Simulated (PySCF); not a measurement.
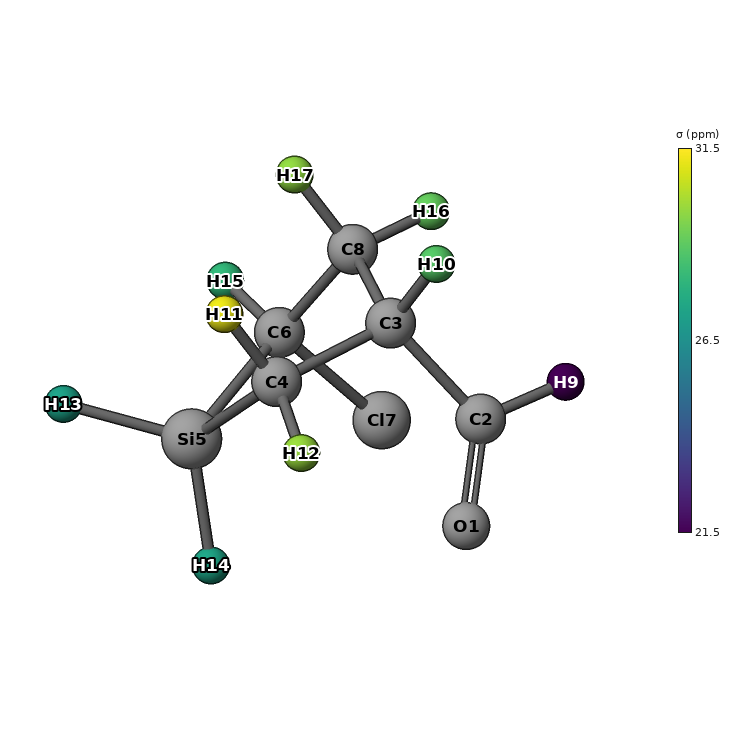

Atoms are coloured by their isotropic NMR shieldings (H only, the others grey). The computed structure is the end point of a GFN2-xTB optimisation. No frequency run is at hand to confirm it as a minimum. Method: GIAO PBE0/pcSseg-1 NMR shielding, non-relativistic, gas phase (PySCF 2.14.0).

Give the isotropic NMR shieldings of the H atoms atom by atom.

```json
{"atom": "H9", "σ (ppm)": "21.53"}
{"atom": "H10", "σ (ppm)": "28.85"}
{"atom": "H11", "σ (ppm)": "31.18"}
{"atom": "H12", "σ (ppm)": "29.95"}
{"atom": "H13", "σ (ppm)": "27.22"}
{"atom": "H14", "σ (ppm)": "27.32"}
{"atom": "H15", "σ (ppm)": "28.13"}
{"atom": "H16", "σ (ppm)": "29.13"}
{"atom": "H17", "σ (ppm)": "29.85"}
```

The geometry is semi-empirical. Around Si such bond lengths and angles can be off by a tenth of an ångström or more and by several degrees, and values that hang on the shape move with them.
